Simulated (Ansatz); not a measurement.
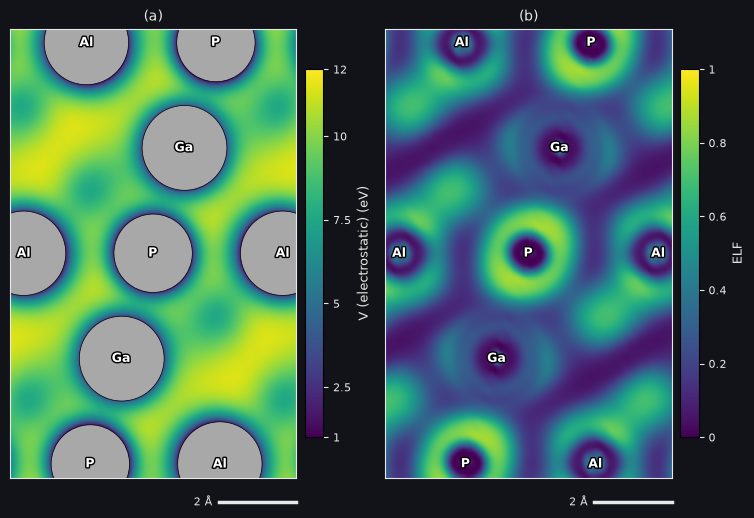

Figure 1: AlGa2P3. (a) electrostatic potential (local pseudopotential plus Hartree) felt by an electron; (b) electron localisation function on the (111) plane of the conventional cell. Grey discs cover the atomic cores in the potential map.

Space group Cmmm; a structure from a database of computed crystals, not necessarily the ambient phase; started from the CeAl2Cu3-65 prototype, which need not be the ambient phase.

Method: Ansatz 0.2.0, DFT, r2SCAN+rVV10, plane waves, PAW.

Core electrons are frozen (PAW), and the valence fields are smoothed inside the atomic spheres.

**What do the fields say about this system?**

- The plane passes through Al, Ga and P nuclei.
- Ga–P (2.83 Å): the ELF peaks at about 0.85 in the valence shell of P, 0.8 Å from its nucleus, and drops to about 0.20 between the two atoms.
- The features right at Ga lie inside the PAW spheres, where the map follows smoothed inner orbitals and isn't to be read closely.
- Outside the cores the potential energy rises away from the atoms and is highest about 1.9 Å from the nearest atoms; its zero is arbitrary.
